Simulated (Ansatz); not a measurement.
Electronic density of states of amorphous Si$_{30}$N$_{41}$B, density 2.92 g/cm³, on a 2×2×2 Γ-centred mesh with a Gaussian width of 0.1 eV; energies count from the Fermi level, whose place inside the gap is arbitrary. Cell and mesh are small, so fine structure isn't converged. Calculation: PBE, scalar-relativistic without spin-orbit coupling (plane waves to 420 eV, PAW; Ansatz, an electronic-structure program). Sampling: a 2×2×2 Γ-centred mesh; Fermi-Dirac width 0.02 eV; no spin polarisation. At PBE the levels at the filled edge of the gap are localised (band-tail or defect states), and the nearest spread-out levels lie 2.8 eV apart at the zone centre.

A CHGNet melt-quench gave the starting glass, which DFT then relaxed. N atoms were pushed apart under 1.9 Å during the dynamics, to hinder bonds among them. The hot cell started wider than the set density and was brought back towards it in steps. It is the lowest in DFT energy of 2 quenches. It is a model cell: composition and starting density were chosen by hand, and all elements were melted together. No dispersion term was used. Its density started from a set value of 2.92 and ended at 2.92 g/cm³. Cooling (nominally 450 K/ps over its main leg) ran many orders faster than in experiment, which tends to leave more defects and strain. Values belong to this one cell and scatter from quench to quench. The volume was held where the preparation left it and the shape relaxed, at a PBE pressure of 0.8 GPa. Stress components on the final sampling reach 0.9 GPa.

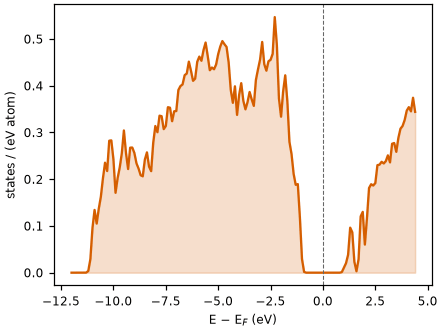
Figure. Density of states per atom

The level gap on this mesh is 2.18 eV; the broadening fills part of it in the curve.
